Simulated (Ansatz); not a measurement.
# FH4NO2Zr: what the fields show

The calculation's input:

```
crystal:
  periodic: [false, false, false]
  atoms:
    - { symbol: Zr, position_ang: [0.0, 0.0, 0.0] }
    - { symbol: O, position_ang: [0.0, 0.0, 2.07] }
    - { symbol: H, position_ang: [-0.9095, -0.2814, 2.4071] }
    - { symbol: "N", position_ang: [2.084, 0.0, -0.7359] }
    - { symbol: H, position_ang: [2.5823, -0.918, -0.9166] }
    - { symbol: H, position_ang: [2.5853, 0.918, -0.9082] }
    - { symbol: O, position_ang: [-0.975, 1.6891, -0.6893] }
    - { symbol: H, position_ang: [-1.9328, 1.4584, -0.9117] }
    - { symbol: F, position_ang: [-0.9326, -1.6157, -0.6593] }
basis:
  gaussian: { orbitals: def2-SVP }
hamiltonian:
  xc: hf
relax:
  f_tol: 0.02
  max_steps: 40
output:
  orbitals: {}
```

Run with:

```sh
ansatz run input.yaml --threads 2 --pin off --max-ram 3072MiB --backend cpu --events-out ev --progress --plain --runs-dir out
```

The fields are those of the run's last geometry, not of the input's.

Core potentials replace the inner electrons of Zr.

Computed with RHF/def2-SVP in Ansatz 0.2.0.

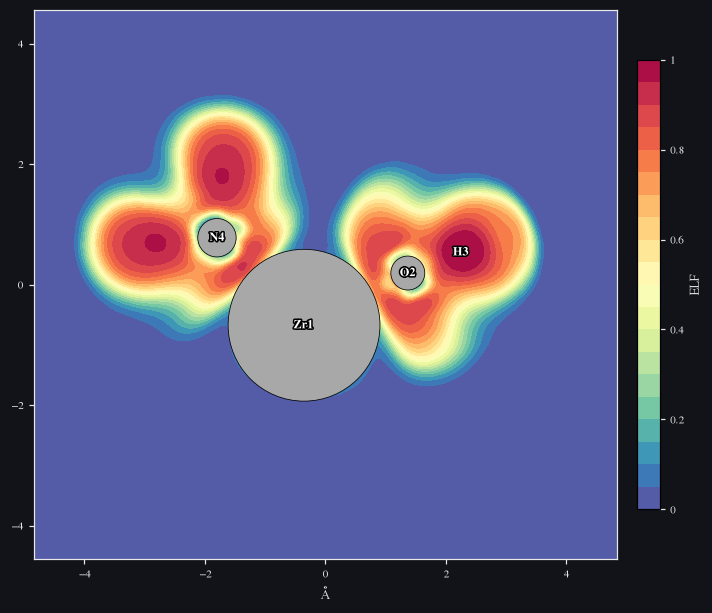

Figure 1. ELF on the plane of atoms O2, Zr1 and N4. Grey discs cover the atomic cores.

Q: What do the fields say about this system?

A: Atoms in the plane: Zr, O, H and N.
Zr–O (1.93 Å): the ELF peaks at about 0.80 in the valence shell of O, 0.6 Å from its nucleus, and drops to about 0.20 between the two atoms.
Zr–N (2.05 Å): the ELF peaks at about 0.90 in the valence shell of N, 0.6 Å from its nucleus, and is about 0.25 at the midpoint.
O–H (0.94 Å): the ELF climbs to about 1 towards the hydrogen, as it does in any bond to H (an ordinary covalent bond to hydrogen).

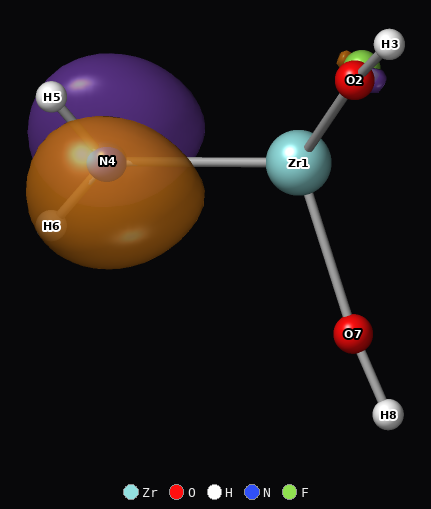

Figure 2. The HOMO at ±0.2 Å⁻³ᐟ² (orange and purple are the two phases), seen at a tilt.

Q: What is the character of this orbital?

A: By Hirshfeld shares it lies mainly on N4 (about 75 %) and Zr1 (about 15 %); largely a lone pair of N4. Its energy is −10.66 eV.
